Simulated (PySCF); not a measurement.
C4H13NSi, SMILES CC[SiH](CC)N at its GFN2-xTB optimised geometry (Å):

```
19

Si    -0.9183    -0.8037     0.0000
N     -1.4090    -1.7398    -1.3683
C      0.9849    -0.8037     0.0000
C      1.5742    -2.2083     0.0222
C     -1.5765     0.9920     0.0000
C     -1.2220     1.7765     1.2584
H     -1.4595    -1.5157     1.1672
H     -2.3889    -1.8100    -1.5872
H     -0.8724    -1.6885    -2.2187
H      1.3514    -0.2557     0.8687
H      1.3627    -0.2742    -0.8771
H      1.2320    -2.7788    -0.8370
H      2.6631    -2.1774     0.0048
H      1.2616    -2.7361     0.9194
H     -1.2003     1.5349    -0.8700
H     -2.6631     0.9695    -0.1036
H     -0.1433     1.8691     1.3609
H     -1.6473     2.7788     1.2279
H     -1.6042     1.2716     2.1426
```

Computed with PBE0/def2-SVP (PySCF 2.14.0). Cells within 0.4 Å of a nucleus heavier than hydrogen are left out (blank, or x).

Map of the deformation density (molecule minus spherical neutral atoms) (e/bohr³) on the plane z = 1.0 Å:

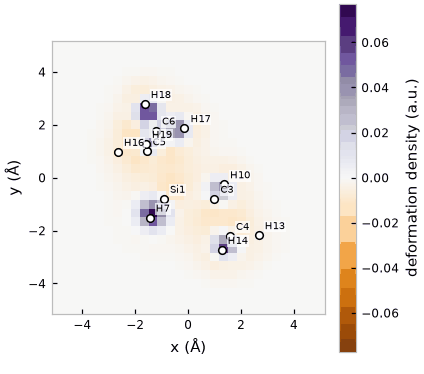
*Deformation density (molecule minus spherical neutral atoms) (e/bohr³) on the plane z = 1.0 Å.*
